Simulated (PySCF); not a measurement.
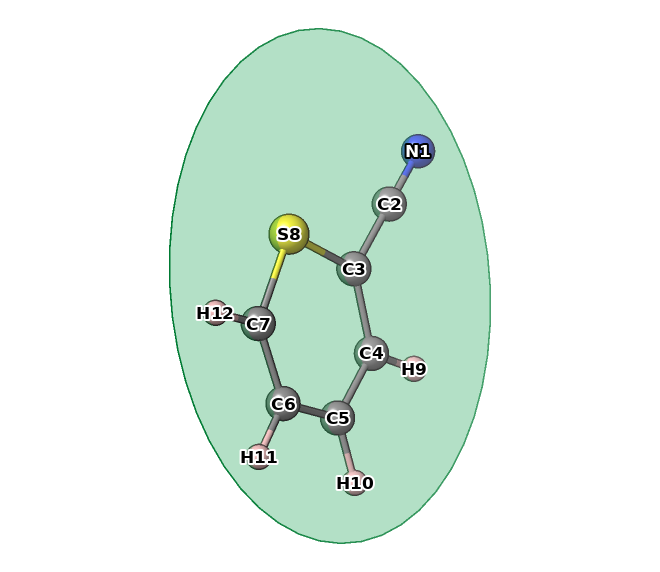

A disc through the centre of mass is drawn in. Atoms fade into the background with distance from the viewer. The species has charge +1 and is a spin singlet. Computed geometry: PBE0-D3(BJ)/def2-SVP optimisation. No frequency run is at hand to confirm it as a minimum.

Question: Is the plane of the disc a mirror plane of the structure?

Answer: Yes. The reflection leaves N1, C2, C3, C4, C5, C6, C7, S8, H9, H10, H11, H12 in place. The point group is Cs.
